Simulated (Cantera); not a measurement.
Feed: 1 mol BF3, 0.14 mol NH3, a varied amount of N2, 2.3 mol H2O, at 927 °C and 1.10 mbar.

Method: chemical equilibrium by Gibbs-energy minimisation in Cantera with the NASA 1993 tables (ideal gas, pure condensed phases). Candidate condensed phases: B, BN, B2O3, B3O3H3, H2O; 62 gas species. Equilibrium is a limit: real reactors are often held back by kinetics, nucleation or transport.

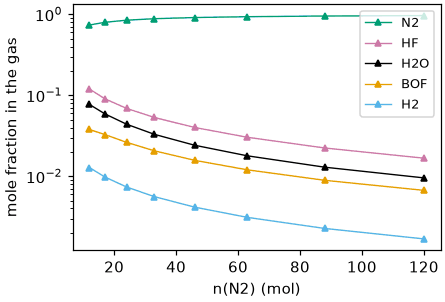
Fig. 1. Equilibrium gas composition (values under 1e-9 drawn at 1e-9)

Q: Read off the mole fractions at 17 mol N2.

A: N2 about 0.80, HF about 0.091, H2O about 0.059, BOF about 0.033, H2 about 0.0098.
